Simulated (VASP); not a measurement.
Band structure of Dy (hcp). Computed with revTPSS meta-GGA, VASP's PBE PAW potentials (set 64) (plane waves; VASP 6.6.1).

The 4f electrons are frozen in the core of the lanthanide potential, so 4f levels, which can set the real gap, and their magnetism are missing.

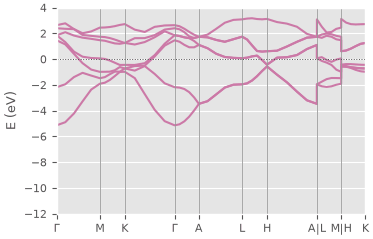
Fig. 1. Bands along high-symmetry lines, zero at the valence-band maximum or, without a gap, the Fermi level

Q: Read the plot: is there a gap, and where are the band edges?

A: It has no gap at this level: it comes out as a metal or semimetal.

The compound is Dy in the hcp structure. It was relaxed first.
